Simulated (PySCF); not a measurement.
**Run report: CuCl$_{4}$, frequency calculation**

The run: frequency calculation of CuCl$_{4}$, multiplicity 2. Method and program: UKS-based PBE, Cu def2-SVP, Cl def2-SVP; non-relativistic Hamiltonian; density fitting (PySCF 2.14.0).

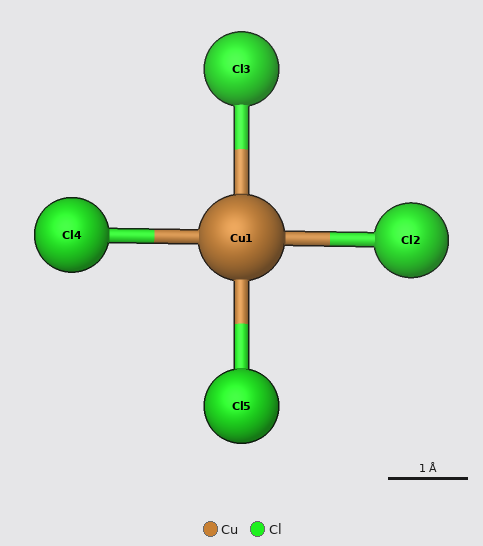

Fig. 1: The structure (ball-and-stick view, seen at a tilt; atoms are numbered from 1 in the order of the input). Sticks mark near contacts. Bond lengths as drawn: Cl–Cu 2.17 Å.

## Key numbers

```json
{"quantity": "outcome", "value": "converged"}
{"quantity": "total energy", "value": "−3479.546129 hartree"}
{"quantity": "⟨S²⟩", "value": "0.751"}
{"quantity": "zero-point energy", "value": "0.004424 hartree"}
{"quantity": "dipole moment", "value": "0.00 D"}
{"quantity": "wavenumbers, lowest and highest", "value": "73 and 414 cm⁻¹"}
{"quantity": "hardware", "value": "2 threads of Arm Neoverse V2, 24 GiB of memory available, shared host"}
{"quantity": "wall time", "value": "46 s (CPU time 84 s)"}
{"quantity": "peak memory", "value": "1.2 GiB"}
```

## Input
```python
from pyscf import gto, scf, dft
mol = gto.M(atom='''
Cu     0.000000     0.000000     0.000000
Cl     2.173281     0.000000     0.000000
Cl     0.000000     2.173281     0.000000
Cl    -2.173281    -0.000000     0.000000
Cl    -0.000000    -2.173281     0.000000''',
    basis={'Cu': 'def2-SVP', 'Cl': 'def2-SVP'},
    charge=0, spin=1)
mf = dft.UKS(mol, xc='PBE')
mf.grids.atom_grid = (75, 302)
aux = {'Cu': 'def2-universal-JKFIT', 'Cl': 'def2-universal-JKFIT'}
mf = mf.density_fit(auxbasis=aux)
mf.conv_tol = 1e-09
mf.diis_space = 10
mf.max_cycle = 60
mf.verbose = 4
mf.kernel()
```

The script is an equivalent of the set-up of the self-consistent field. The run itself was carried out by a driver, which started from the orbitals of the step before it where there was one and computed the further properties.

Launch command:
```bash
OMP_NUM_THREADS=2 python axn.py task.json out
```

## The program's output
```
init E= -3479.54612890985
  alpha nocc = 49  HOMO = -0.276731535493712  LUMO = -0.239099324896592
  beta  nocc = 48  HOMO = -0.283656241182948  LUMO = -0.257986964562384
  HOMO = -0.276731535494  LUMO = -0.257986964562  gap/eV = 0.51007
cycle= 1 E= -3479.54612888166  delta_E= 2.82e-08  |g|= 0.000178  |ddm|= 0.000363
  alpha nocc = 49  HOMO = -0.276731292709775  LUMO = -0.239099835872644
  beta  nocc = 48  HOMO = -0.283655159519706  LUMO = -0.257986789084854
  HOMO = -0.27673129271  LUMO = -0.257986789085  gap/eV = 0.51006
cycle= 2 E= -3479.54612647962  delta_E= 2.4e-06  |g|= 0.00164  |ddm|= 0.00335
  alpha nocc = 49  HOMO = -0.276731519289968  LUMO = -0.239099571228367
  beta  nocc = 48  HOMO = -0.283656344241416  LUMO = -0.25798694634272
  HOMO = -0.27673151929  LUMO = -0.257986946343  gap/eV = 0.51007
cycle= 3 E= -3479.5461289102  delta_E= -2.43e-06  |g|= 4.13e-06  |ddm|= 0.00303
  alpha nocc = 49  HOMO = -0.276731525624943  LUMO = -0.239099402259733
  beta  nocc = 48  HOMO = -0.283656297898321  LUMO = -0.25798695278053
  HOMO = -0.276731525625  LUMO = -0.257986952781  gap/eV = 0.51007
cycle= 4 E= -3479.5461289102  delta_E= -3.64e-12  |g|= 1.97e-07  |ddm|= 2.63e-06
  alpha nocc = 49  HOMO = -0.276731532858543  LUMO = -0.239099421204892
  beta  nocc = 48  HOMO = -0.283656276940396  LUMO = -0.257986961248703
  HOMO = -0.276731532859  LUMO = -0.257986961249  gap/eV = 0.51007
Extra cycle  E= -3479.5461289102  delta_E= 1.82e-12  |g|= 7.25e-07  |ddm|= 1.57e-06
converged SCF energy = -3479.5461289102  <S^2> = 0.75068439  2S+1 = 2.0006843
```

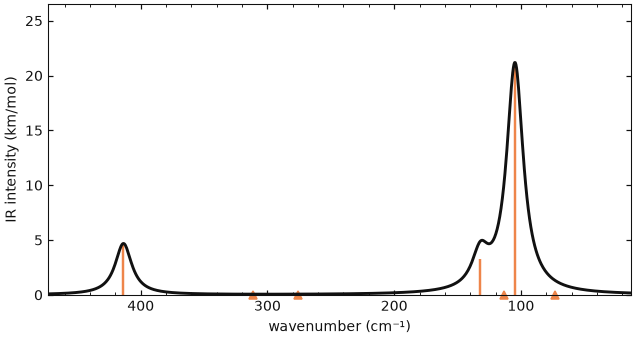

Fig. 2: Harmonic infrared spectrum, unscaled: sticks (degenerate modes added up, dark ones marked on the axis) with a Lorentzian envelope of 16 cm⁻¹ full width, scaled to the tallest stick. 9 modes from 73 to 414 cm⁻¹, none imaginary. The strongest line is at 105 cm⁻¹ (21 km/mol). All modes, in cm⁻¹ (km/mol): 73 (0.0), 105 (10.6), 105 (10.6), 114 (0.0), 132 (3.3), 276 (0.0), 311 (0.0), 414 (2.4), 414 (2.4).
